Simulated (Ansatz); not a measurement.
# TiH (quartet): HSE06, B2PLYP over a scan of the distance Ti1–H2, def2-TZVP, part 2 of 2

Ansatz 0.2.0, Gaussian basis; def2-TZVP, all electrons in the functionals, frozen cores in the correlation of double hybrids and RPA. Earlier steps stand in the parts before.

**14. B2PLYP, 1.571 Å**

in.yaml reads:

```yaml
crystal:
  periodic: [false, false, false]
  atoms:
    - {symbol: Ti, position_ang: [0.000000, 0.000000, 0.000000]}
    - {symbol: H, position_ang: [0.000000, 0.000000, 1.571000]}
basis:
  gaussian: {orbitals: def2-TZVP}
magnetization: {spin_polarized: true, initial_magnetization: 3}
hamiltonian: {xc: {name: B2PLYP}}
correlation: {electrons: outside_noble_gas}
```

Command:

```console
$ ansatz run in.yaml --threads 1 --pin off --events-out ev --progress --plain --max-ram 2393MiB
```

Standard output (excerpt; [...] marks lines left out):

```text
Functional definition: B2PLYP
  name "B2PLYP"
  cite "Grimme, J. Chem. Phys. 124, 034108 (2006) doi:10.1063/1.2148954"
  cite "Becke, Phys. Rev. A 38, 3098 (1988) doi:10.1103/PhysRevA.38.3098"
  cite "Lee, Yang & Parr, Phys. Rev. B 37, 785 (1988) doi:10.1103/PhysRevB.37.785"
[...]
454 factors; integrals over basis functions are off by at most 7.5e-4 eV
[...]
mean field -23120.40467975 eV, -849.6592004077 hartree, gradient 1.6e-6 eV, S^2 3.759414; 8 other end points of the search recorded, 0 dependent functions left out
9 core orbitals not correlated: weight in the atoms' cores, before any rotation towards them, 0.999 or more for the frozen orbitals, at most 0.001 for the correlated occupied ones
reference -23120.40478830 eV, -849.6592043966 hartree; 4, 1 occupied and 38, 41 virtual orbitals, 454 factors
second order -1.86927154 eV of doubles, -0.00000000 eV of singles
Total energy: -23120.90949161 eV, -849.6777519013 hartree
```

Run time: 8 s. Hardware: 1 thread of Arm Neoverse V2, shared host.

From the report: ⟨S²⟩ of the determinant 3.759 (pure quartet: 3.75).

**15. B2PLYP, 1.754 Å**

Edit in.yaml of step 14 so:

```diff
@@ -4,3 +4,3 @@
     - {symbol: Ti, position_ang: [0.000000, 0.000000, 0.000000]}
-    - {symbol: H, position_ang: [0.000000, 0.000000, 1.571000]}
+    - {symbol: H, position_ang: [0.000000, 0.000000, 1.753968]}
 basis:
```

Launched as before.

Standard output (excerpt; [...] marks lines left out):

```text
Functional definition: B2PLYP
  name "B2PLYP"
  cite "Grimme, J. Chem. Phys. 124, 034108 (2006) doi:10.1063/1.2148954"
  cite "Becke, Phys. Rev. A 38, 3098 (1988) doi:10.1103/PhysRevA.38.3098"
  cite "Lee, Yang & Parr, Phys. Rev. B 37, 785 (1988) doi:10.1103/PhysRevB.37.785"
[...]
452 factors; integrals over basis functions are off by at most 1.3e-3 eV
[...]
mean field -23120.65712363 eV, -849.6684775490 hartree, gradient 1.2e-6 eV, S^2 3.757496; 8 other end points of the search recorded, 0 dependent functions left out
9 core orbitals not correlated: weight in the atoms' cores, before any rotation towards them, 0.999 or more for the frozen orbitals, at most 0.000 for the correlated occupied ones
reference -23120.65723616 eV, -849.6684816845 hartree; 4, 1 occupied and 38, 41 virtual orbitals, 452 factors
second order -1.74786828 eV of doubles, -0.00000000 eV of singles
Total energy: -23121.12916059 eV, -849.6858245876 hartree
```

Run time: 8.5 s. Hardware: 1 thread of Arm Neoverse V2, shared host.

From the report: ⟨S²⟩ of the determinant 3.757 (pure quartet: 3.75).

**16. B2PLYP, 1.935 Å**

Edit in.yaml of step 15 so:

```diff
@@ -4,3 +4,3 @@
     - {symbol: Ti, position_ang: [0.000000, 0.000000, 0.000000]}
-    - {symbol: H, position_ang: [0.000000, 0.000000, 1.753968]}
+    - {symbol: H, position_ang: [0.000000, 0.000000, 1.935000]}
 basis:
```

Same command.

Standard output (excerpt; [...] marks lines left out):

```text
Functional definition: B2PLYP
  name "B2PLYP"
  cite "Grimme, J. Chem. Phys. 124, 034108 (2006) doi:10.1063/1.2148954"
  cite "Becke, Phys. Rev. A 38, 3098 (1988) doi:10.1103/PhysRevA.38.3098"
  cite "Lee, Yang & Parr, Phys. Rev. B 37, 785 (1988) doi:10.1103/PhysRevB.37.785"
[...]
450 factors; integrals over basis functions are off by at most 1.5e-3 eV
[...]
mean field -23120.57557930 eV, -849.6654808502 hartree, gradient 2.3e-6 eV, S^2 3.755657; 8 other end points of the search recorded, 0 dependent functions left out
9 core orbitals not correlated: weight in the atoms' cores, before any rotation towards them, 1.000 or more for the frozen orbitals, at most 0.000 for the correlated occupied ones
reference -23120.57569437 eV, -849.6654850791 hartree; 4, 1 occupied and 38, 41 virtual orbitals, 450 factors
second order -1.65714760 eV of doubles, -0.00000000 eV of singles
Total energy: -23121.02312423 eV, -849.6819278229 hartree
```

Wall time 8 s (1 thread of Arm Neoverse V2, shared host).

From the report: ⟨S²⟩ of the determinant 3.756 (pure quartet: 3.75).

From 1.754 Å: +0.106 eV.

**17. B2PLYP, 2.141 Å**

Edit in.yaml of step 16 so:

```diff
@@ -4,3 +4,3 @@
     - {symbol: Ti, position_ang: [0.000000, 0.000000, 0.000000]}
-    - {symbol: H, position_ang: [0.000000, 0.000000, 1.935000]}
+    - {symbol: H, position_ang: [0.000000, 0.000000, 2.141000]}
 basis:
```

Launched as before.

Standard output (excerpt; [...] marks lines left out):

```text
Functional definition: B2PLYP
  name "B2PLYP"
  cite "Grimme, J. Chem. Phys. 124, 034108 (2006) doi:10.1063/1.2148954"
  cite "Becke, Phys. Rev. A 38, 3098 (1988) doi:10.1103/PhysRevA.38.3098"
  cite "Lee, Yang & Parr, Phys. Rev. B 37, 785 (1988) doi:10.1103/PhysRevB.37.785"
[...]
450 factors; integrals over basis functions are off by at most 1.3e-3 eV
[...]
mean field -23120.28145736 eV, -849.6546720683 hartree, gradient 2.4e-6 eV, S^2 3.753861; 8 other end points of the search recorded, 0 dependent functions left out
9 core orbitals not correlated: weight in the atoms' cores, before any rotation towards them, 1.000 or more for the frozen orbitals, at most 0.000 for the correlated occupied ones
reference -23120.28157477 eV, -849.6546763830 hartree; 4, 1 occupied and 38, 41 virtual orbitals, 450 factors
second order -1.58733874 eV of doubles, -0.00000000 eV of singles
Total energy: -23120.71015623 eV, -849.6704264611 hartree
```

It took 8.5 s on 1 thread of Arm Neoverse V2, shared host.

From the report: ⟨S²⟩ of the determinant 3.754 (pure quartet: 3.75).

From 1.754 Å: +0.419 eV.

**18. B2PLYP, 2.398 Å**

Edit in.yaml of step 17 so:

```diff
@@ -4,3 +4,3 @@
     - {symbol: Ti, position_ang: [0.000000, 0.000000, 0.000000]}
-    - {symbol: H, position_ang: [0.000000, 0.000000, 2.141000]}
+    - {symbol: H, position_ang: [0.000000, 0.000000, 2.398000]}
 basis:
```

Launched as before.

Standard output (excerpt; [...] marks lines left out):

```text
Functional definition: B2PLYP
  name "B2PLYP"
  cite "Grimme, J. Chem. Phys. 124, 034108 (2006) doi:10.1063/1.2148954"
  cite "Becke, Phys. Rev. A 38, 3098 (1988) doi:10.1103/PhysRevA.38.3098"
  cite "Lee, Yang & Parr, Phys. Rev. B 37, 785 (1988) doi:10.1103/PhysRevB.37.785"
[...]
450 factors; integrals over basis functions are off by at most 5.3e-4 eV
[...]
mean field -23119.79953322 eV, -849.6369616830 hartree, gradient 6.7e-7 eV, S^2 3.756590; 8 other end points of the search recorded, 0 dependent functions left out
9 core orbitals not correlated: weight in the atoms' cores, before any rotation towards them, 1.000 or more for the frozen orbitals, at most 0.000 for the correlated occupied ones
reference -23119.79965196 eV, -849.6369660466 hartree; 4, 1 occupied and 38, 41 virtual orbitals, 450 factors
second order -1.52935555 eV of doubles, -0.00000000 eV of singles
Total energy: -23120.21257796 eV, -849.6521407972 hartree
```

Wall time 10 s (1 thread of Arm Neoverse V2, shared host).

From the report: ⟨S²⟩ of the determinant 3.757 (pure quartet: 3.75).

From 1.754 Å: +0.917 eV.

**19. B2PLYP, 2.854 Å**

Edit in.yaml of step 18 so:

```diff
@@ -4,3 +4,3 @@
     - {symbol: Ti, position_ang: [0.000000, 0.000000, 0.000000]}
-    - {symbol: H, position_ang: [0.000000, 0.000000, 2.398000]}
+    - {symbol: H, position_ang: [0.000000, 0.000000, 2.854000]}
 basis:
```

The command is unchanged.

Standard output (excerpt; [...] marks lines left out):

```text
Functional definition: B2PLYP
  name "B2PLYP"
  cite "Grimme, J. Chem. Phys. 124, 034108 (2006) doi:10.1063/1.2148954"
  cite "Becke, Phys. Rev. A 38, 3098 (1988) doi:10.1103/PhysRevA.38.3098"
  cite "Lee, Yang & Parr, Phys. Rev. B 37, 785 (1988) doi:10.1103/PhysRevB.37.785"
[...]
450 factors; integrals over basis functions are off by at most 3.6e-4 eV
[...]
mean field -23119.04951967 eV, -849.6093991932 hartree, gradient 1.2e-7 eV, S^2 3.822651; 8 other end points of the search recorded, 0 dependent functions left out
9 core orbitals not correlated: weight in the atoms' cores, before any rotation towards them, 1.000 or more for the frozen orbitals, at most 0.000 for the correlated occupied ones
reference -23119.04963931 eV, -849.6094035899 hartree; 4, 1 occupied and 38, 41 virtual orbitals, 450 factors
second order -1.35825449 eV of doubles, -0.00000000 eV of singles
Total energy: -23119.41636802 eV, -849.6228806215 hartree
```

Run time: 12 s. Hardware: 1 thread of Arm Neoverse V2, shared host.

From the report: ⟨S²⟩ of the determinant 3.823 (pure quartet: 3.75).

From 1.754 Å: +1.713 eV.

**20. B2PLYP, 3.245 Å**

Edit in.yaml of step 19 so:

```diff
@@ -4,3 +4,3 @@
     - {symbol: Ti, position_ang: [0.000000, 0.000000, 0.000000]}
-    - {symbol: H, position_ang: [0.000000, 0.000000, 2.854000]}
+    - {symbol: H, position_ang: [0.000000, 0.000000, 3.245000]}
 basis:
```

Launched as before.

Standard output (excerpt; [...] marks lines left out):

```text
Functional definition: B2PLYP
  name "B2PLYP"
  cite "Grimme, J. Chem. Phys. 124, 034108 (2006) doi:10.1063/1.2148954"
  cite "Becke, Phys. Rev. A 38, 3098 (1988) doi:10.1103/PhysRevA.38.3098"
  cite "Lee, Yang & Parr, Phys. Rev. B 37, 785 (1988) doi:10.1103/PhysRevB.37.785"
[...]
450 factors; integrals over basis functions are off by at most 3.9e-4 eV
[...]
mean field -23118.72022186 eV, -849.5972977220 hartree, gradient 4.8e-9 eV, S^2 3.821838; 8 other end points of the search recorded, 0 dependent functions left out
9 core orbitals not correlated: weight in the atoms' cores, before any rotation towards them, 1.000 or more for the frozen orbitals, at most 0.000 for the correlated occupied ones
reference -23118.72034367 eV, -849.5973021984 hartree; 4, 1 occupied and 38, 41 virtual orbitals, 450 factors
second order -1.28709901 eV of doubles, -0.00000000 eV of singles
Total energy: -23119.06786040 eV, -849.6100732027 hartree
```

Wall time 14 s (1 thread of Arm Neoverse V2, shared host).

From the report: ⟨S²⟩ of the determinant 3.822 (pure quartet: 3.75).

From 1.754 Å: +2.061 eV.

**21. B2PLYP, 3.912 Å**

Edit in.yaml of step 20 so:

```diff
@@ -4,3 +4,3 @@
     - {symbol: Ti, position_ang: [0.000000, 0.000000, 0.000000]}
-    - {symbol: H, position_ang: [0.000000, 0.000000, 3.245000]}
+    - {symbol: H, position_ang: [0.000000, 0.000000, 3.912000]}
 basis:
```

Same command.

Standard output (excerpt; [...] marks lines left out):

```text
Functional definition: B2PLYP
  name "B2PLYP"
  cite "Grimme, J. Chem. Phys. 124, 034108 (2006) doi:10.1063/1.2148954"
  cite "Becke, Phys. Rev. A 38, 3098 (1988) doi:10.1103/PhysRevA.38.3098"
  cite "Lee, Yang & Parr, Phys. Rev. B 37, 785 (1988) doi:10.1103/PhysRevB.37.785"
[...]
450 factors; integrals over basis functions are off by at most 7.5e-4 eV
[...]
mean field -23118.54591855 eV, -849.5908921935 hartree, gradient 9.6e-9 eV, S^2 3.765711; 11 other end points of the search recorded, 0 dependent functions left out
9 core orbitals not correlated: weight in the atoms' cores, before any rotation towards them, 1.000 or more for the frozen orbitals, at most 0.000 for the correlated occupied ones
reference -23118.54604184 eV, -849.5908967243 hartree; 4, 1 occupied and 38, 41 virtual orbitals, 450 factors
second order -1.28337179 eV of doubles, -0.00000000 eV of singles
Total energy: -23118.89255223 eV, -849.6036307461 hartree
```

Run time: 37 s. Hardware: 1 thread of Arm Neoverse V2, shared host.

From the report: ⟨S²⟩ of the determinant 3.766 (pure quartet: 3.75).

From 1.754 Å: +2.237 eV.

**22. B2PLYP, 4.635 Å**

Edit in.yaml of step 21 so:

```diff
@@ -4,3 +4,3 @@
     - {symbol: Ti, position_ang: [0.000000, 0.000000, 0.000000]}
-    - {symbol: H, position_ang: [0.000000, 0.000000, 3.912000]}
+    - {symbol: H, position_ang: [0.000000, 0.000000, 4.635000]}
 basis:
```

The command is unchanged.

Standard output (excerpt; [...] marks lines left out):

```text
Functional definition: B2PLYP
  name "B2PLYP"
  cite "Grimme, J. Chem. Phys. 124, 034108 (2006) doi:10.1063/1.2148954"
  cite "Becke, Phys. Rev. A 38, 3098 (1988) doi:10.1103/PhysRevA.38.3098"
  cite "Lee, Yang & Parr, Phys. Rev. B 37, 785 (1988) doi:10.1103/PhysRevB.37.785"
[...]
450 factors; integrals over basis functions are off by at most 8.4e-4 eV
[...]
mean field -23118.51854202 eV, -849.5898861244 hartree, gradient 1.2e-7 eV, S^2 3.754414; 10 other end points of the search recorded, 0 dependent functions left out
9 core orbitals not correlated: weight in the atoms' cores, before any rotation towards them, 1.000 or more for the frozen orbitals, at most 0.000 for the correlated occupied ones
reference -23118.51866711 eV, -849.5898907217 hartree; 4, 1 occupied and 38, 41 virtual orbitals, 450 factors
second order -1.28041461 eV of doubles, -0.00000000 eV of singles
Total energy: -23118.86437906 eV, -849.6025954013 hartree
```

Run time: 43 s. Hardware: 1 thread of Arm Neoverse V2, shared host.

From the report: ⟨S²⟩ of the determinant 3.754 (pure quartet: 3.75).

From 1.754 Å: +2.265 eV.

**23. B2PLYP, 5.850 Å**

Edit in.yaml of step 22 so:

```diff
@@ -4,3 +4,3 @@
     - {symbol: Ti, position_ang: [0.000000, 0.000000, 0.000000]}
-    - {symbol: H, position_ang: [0.000000, 0.000000, 4.635000]}
+    - {symbol: H, position_ang: [0.000000, 0.000000, 5.850000]}
 basis:
```

Launched as before.

Standard output (excerpt; [...] marks lines left out):

```text
Functional definition: B2PLYP
  name "B2PLYP"
  cite "Grimme, J. Chem. Phys. 124, 034108 (2006) doi:10.1063/1.2148954"
  cite "Becke, Phys. Rev. A 38, 3098 (1988) doi:10.1103/PhysRevA.38.3098"
  cite "Lee, Yang & Parr, Phys. Rev. B 37, 785 (1988) doi:10.1103/PhysRevB.37.785"
[...]
450 factors; integrals over basis functions are off by at most 6.0e-4 eV
[...]
mean field -23118.51448551 eV, -849.5897370504 hartree, gradient 2.9e-10 eV, S^2 3.753207; 12 other end points of the search recorded, 0 dependent functions left out
9 core orbitals not correlated: weight in the atoms' cores, before any rotation towards them, 1.000 or more for the frozen orbitals, at most 0.000 for the correlated occupied ones
reference -23118.51462621 eV, -849.5897422210 hartree; 4, 1 occupied and 38, 41 virtual orbitals, 450 factors
second order -1.27907428 eV of doubles, -0.00000000 eV of singles
Total energy: -23118.85997626 eV, -849.6024336015 hartree
```

It took 76 s on 1 thread of Arm Neoverse V2, shared host.

From the report: ⟨S²⟩ of the determinant 3.753 (pure quartet: 3.75).

From 1.754 Å: +2.269 eV.

**24. The comparison**

The yardstick is full CI for this spin, exact in this basis with these frozen cores. It comes from earlier runs at the same points. Energies in eV, counted from 1.754 Å; blanks weren't run or aren't comparable.

```
 level  1.428 Å  1.571 Å  1.754 Å  1.935 Å  2.141 Å  2.398 Å  2.854 Å  3.245 Å  3.912 Å  4.635 Å  5.850 Å
   FCI    0.914    0.277    0.000    0.065    0.339    0.787             1.853    1.962    1.969    1.970
 HSE06    0.727    0.190    0.000    0.121    0.440    0.937    1.753    2.193    2.533    2.678    2.683
B2PLYP    0.795    0.220    0.000    0.106    0.419    0.917    1.713    2.061    2.237    2.265    2.269
```

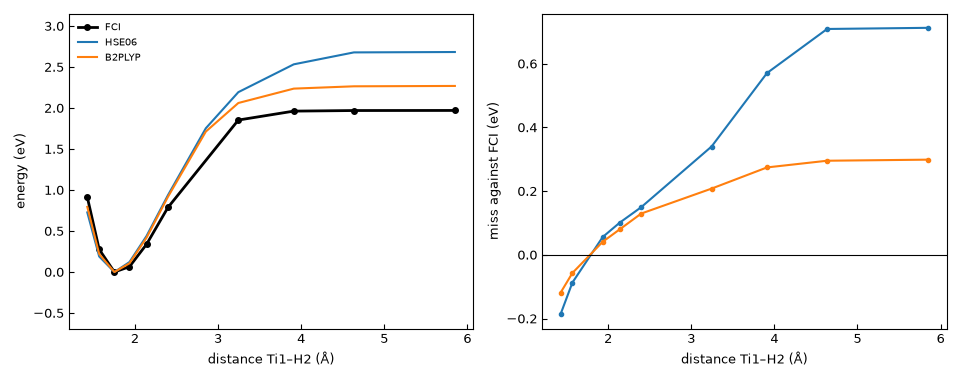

Left: the curves (the axis may cut off levels that run far away). Right: misses against FCI, in the same colours.

Largest miss and mean time a point (FCI took 4.8 min a point; shared hosts):

```
 level  largest miss (eV)    where  time a point
 HSE06             +0.713  5.850 Å          20 s
B2PLYP             +0.299  5.850 Å          21 s
```

**25. Outcome**

What follows sums up all 2 parts.

```
                                        quantity                value
span of the FCI curve (points where it is known)             1.970 eV
                             largest miss, HSE06  +0.713 eV (5.850 Å)
                            largest miss, B2PLYP  +0.299 eV (5.850 Å)
```

In words: Misses are known at 9 of 10 points at best, and only functionals with that many are ranked. Of the functionals, B2PLYP keep the smallest largest miss at the points compared (at most 0.299 eV) and HSE06 strays most (0.713 eV, at 5.850 Å). HSE06 clearly breaks the spin symmetry at some points (⟨S²⟩ up to 0.86 above the pure value), so energy there is bought with a mixed spin. Functionals and the yardstick converge differently with the basis, so part of each miss in def2-TZVP is the basis.
